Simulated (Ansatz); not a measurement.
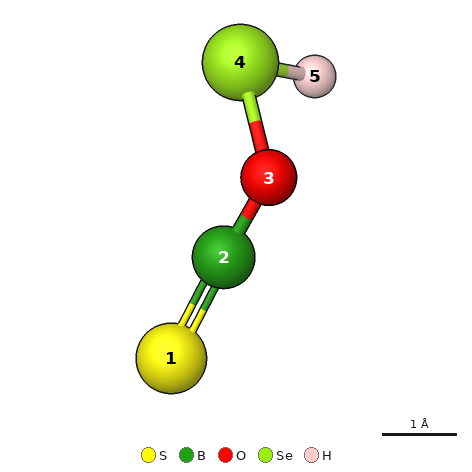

The view is orthographic, and the bar gives the scale. Computed geometry: PBE0-D4/def2-TZVP optimisation. No frequency run is at hand to confirm it as a minimum.

Give an XYZ file in the frame of the picture: x to the right, y up, z towards the viewer, origin at the mean of the atomic positions.

```xyz
5
BHOSSe
S   -0.99  -2.36  -0.03
B   -0.28  -0.97   0.40
O    0.34   0.12   0.79
Se  -0.05   1.70  -0.06
H    0.97   1.51  -1.11
```
